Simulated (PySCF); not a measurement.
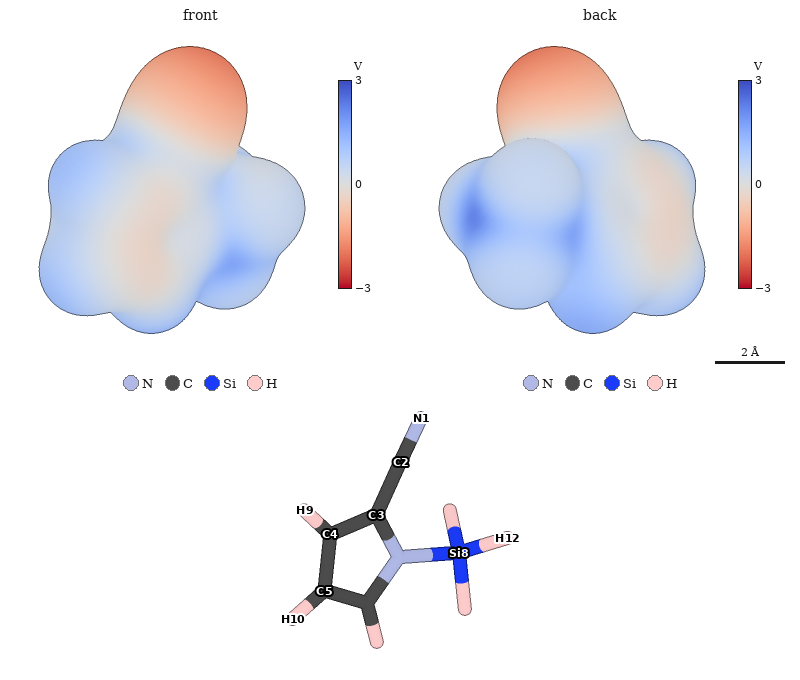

The picture shows: C₅H₆N₂Si (SMILES N#Cc1cccn1[SiH3]). The molecular electrostatic potential painted on the density surface at 0.002 e/bohr³, seen from the front and from behind; the colour scale runs from red (negative) to blue (positive). The bare structure is drawn below in the same view.

Geometry: PBE0-D3(BJ)/def2-SVP.

Theory: B3LYP/def2-SVPD, SCF density, gas phase (PySCF).

```yaml
atoms:
  - { symbol: N, position_ang: [-1.1897, 2.8966, 0.7659] }
  - { symbol: C, position_ang: [-0.4719, 2.0406, 0.4469] }
  - { symbol: C, position_ang: [0.3785, 0.9780, 0.0548] }
  - { symbol: C, position_ang: [1.7590, 0.9387, -0.0632] }
  - { symbol: C, position_ang: [2.0970, -0.3656, -0.4897] }
  - { symbol: C, position_ang: [0.9176, -1.0712, -0.6161] }
  - { symbol: N, position_ang: [-0.1379, -0.2630, -0.2856] }
  - { symbol: Si, position_ang: [-1.8686, -0.7159, -0.3006] }
  - { symbol: H, position_ang: [2.4315, 1.7688, 0.1406] }
  - { symbol: H, position_ang: [3.0957, -0.7506, -0.6839] }
  - { symbol: H, position_ang: [0.7522, -2.1035, -0.9195] }
  - { symbol: H, position_ang: [-2.5940, 0.1437, -1.2725] }
  - { symbol: H, position_ang: [-2.4300, -0.5560, 1.0664] }
  - { symbol: H, position_ang: [-1.8714, -2.1406, -0.7270] }
```

Where is the surface potential most negative and most positive?

Answer. The most negative region (about −1.8 V) lies over N1, the most positive (about +2.0 V) over Si8. N1 is the likeliest acceptor of a hydrogen bond.
